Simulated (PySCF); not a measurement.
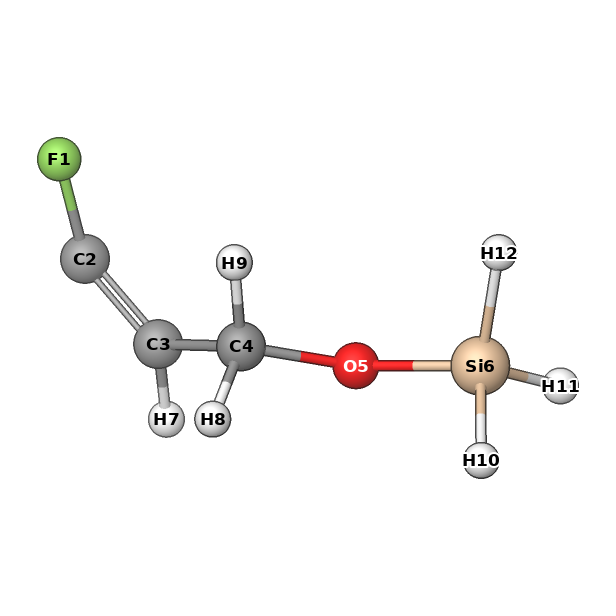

Charge 0, doublet. The computed structure is the end point of a GFN2-xTB optimisation. No frequency run is at hand to confirm it as a minimum. Computed with UKS B3LYP, pcH-1 on C F H O Si, non-relativistic (PySCF 2.14.0). Fermi-contact and spin-dipolar terms alone, no spin-orbit part.

Question. Which nucleus has the largest dipolar (anisotropic) hyperfine coupling?

Answer. 19F at F1: principal values −285.4, −220.6, 506.0 MHz.

List the isotropic and dipolar parts for the most strongly coupled nuclei, one of each equivalent set.

```csv
atom,isotope,a_iso (MHz),dipolar part (MHz)
F1,19F,387.8,"−285.4, −220.6, 506.0"
C2,13C,556.2,"−78.9, −52.5, 131.4"
C3,13C,67.8,"−24.5, −1.9, 26.3"
H7,1H,43.9,"−7.9, −6.4, 14.3"
C4,13C,53.4,"−7.2, −6.5, 13.7"
H9,1H,−6.1,"−5.0, −0.5, 5.5"
H8,1H,−1.5,"−3.4, −1.3, 4.7"
O5,17O,−1.1,"−2.7, 1.0, 1.6"
```

The geometry is semi-empirical. Around Si such bond lengths and angles can be off by a tenth of an ångström or more and by several degrees, and values that hang on the shape move with them.
